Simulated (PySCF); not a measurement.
System: C5H9NO (SMILES CC(C)(C)N=C=O).

```xyz
16

C    -0.1993   -0.8177    1.2383
C    -0.0741   -0.0273   -0.0680
C    -0.1327    1.4784    0.2086
C    -1.1746   -0.4354   -1.0488
N     1.1722   -0.3446   -0.6940
C     2.3536   -0.3349   -0.5953
O     3.5083   -0.4096   -0.6862
H    -0.1256   -1.8847    1.0419
H    -1.1589   -0.6127    1.7056
H     0.5933   -0.5380    1.9289
H    -1.0912    1.7370    0.6509
H     0.6599    1.7699    0.8944
H    -0.0117    2.0369   -0.7166
H    -1.1105   -1.4993   -1.2615
H    -1.0645    0.1093   -1.9830
H    -2.1520   -0.2184   -0.6269
```

Geometry: GFN2-xTB.

Theory: PBE0/pcSseg-1, SCF density, gas phase, non-relativistic (PySCF).

Question: Predict the electron density and electron localisation function between the atoms.

Answer: C–O (1.16 Å): ρ at the midpoint is about 3.6 e/Å³; the ELF peaks at about 0.85 between the atoms: a multiple bond.
C–N (1.19 Å): ρ at the midpoint is about 3.1 e/Å³; the ELF peaks at about 0.80 between the atoms: a multiple bond.
C–C (1.53 Å): ρ is about 1.7 e/Å³ halfway; the ELF peaks at about 0.95 between the atoms, as expected for localised, covalent bonding.
C–H (1.09 Å): the density is about 2 e/Å³ at the midpoint; the ELF climbs to about 1 towards the hydrogen, as it does in any bond to H; an ordinary covalent bond to hydrogen.

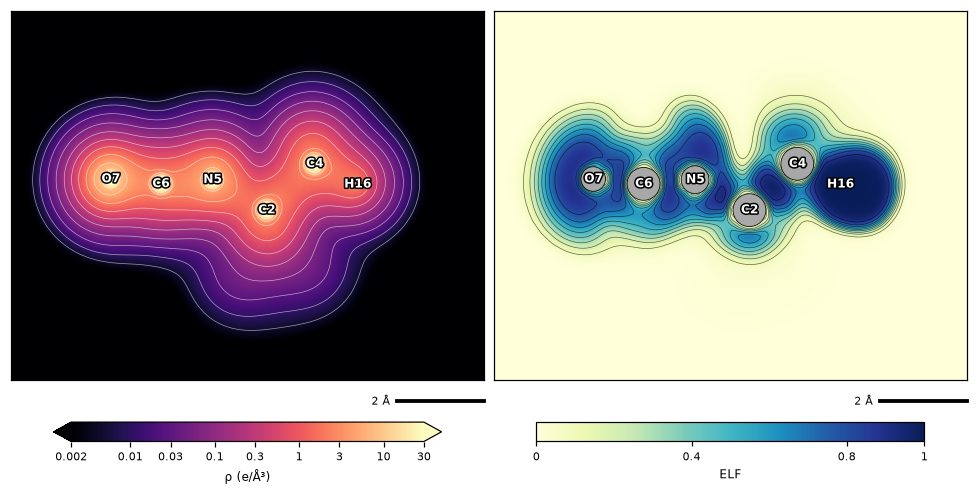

Computed electron density and electron localisation function on the plane of atoms C4, C2 and N5, in this order. Grey discs cover the atomic cores in the ELF map. 
